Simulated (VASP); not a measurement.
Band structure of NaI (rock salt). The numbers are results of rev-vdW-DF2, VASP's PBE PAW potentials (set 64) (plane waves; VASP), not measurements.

Unless said otherwise, spin-orbit coupling is left out, though it shifts the bands of the heavy elements here.

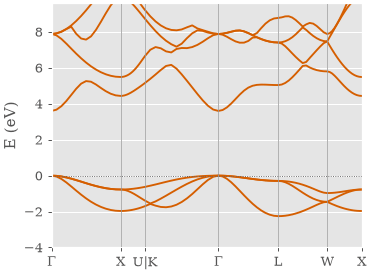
Figure: Bands along high-symmetry lines, zero at the valence-band maximum or, without a gap, the Fermi level

Task: Read the plot: is there a gap, and where are the band edges?

Result: The gap is direct, 3.60 eV, from the valence maximum at Γ to the conduction minimum at Γ. (Edges off the drawn lines would not show.)

Measured: gap 5.90 eV (computed value off by -2.30 eV), as given by Abedi et al., (2022), arXiv:2211.14644.

The compound is NaI in the rock salt structure. It was relaxed first.
